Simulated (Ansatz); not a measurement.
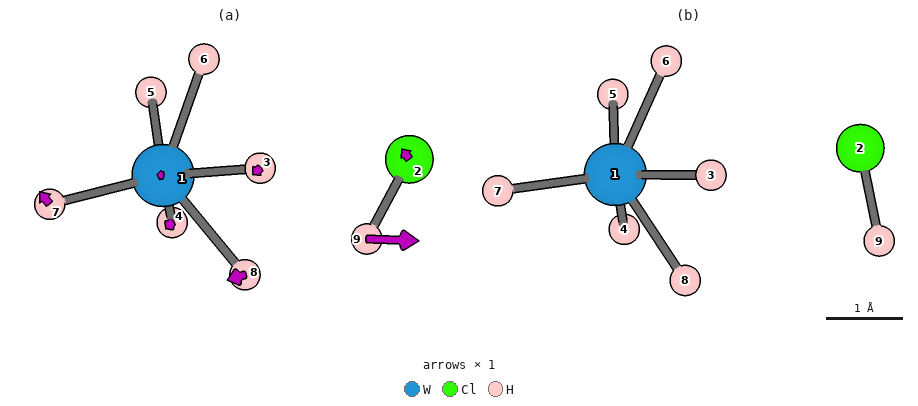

The structure of WH7Cl before (left) and after (right) a relaxation, at one scale. The purple arrows give the displacements, at their true length.

A ball-and-stick model, seen at a tilt.

The run prepares an end point of a later path (reaction) calculation, from a guessed geometry.

Computed with Ansatz 0.2.0, RHF/def2-SVP. (no spin polarisation; force threshold 0.03 eV/Å; at most 50 steps)

> Describe what moved and what it gained.

The energy falls by 3.07 kcal/mol in 8 geometry steps. Largest force component: 1.2 eV/Å at the start, 0.017 eV/Å at the end. H9 moves most after the best rigid fit: 0.77 Å. By element the largest moves are H 0.77 Å, Cl 0.18 Å, W 0.10 Å. Among the contacts that change: W1–H9 2.970 → 3.815 Å, Cl2–H9 1.323 → 1.273 Å, W1–H8 1.704 → 1.677 Å, W1–H7 1.721 → 1.734 Å.

Limits of the set-up: Hartree-Fock leaves out electron correlation.
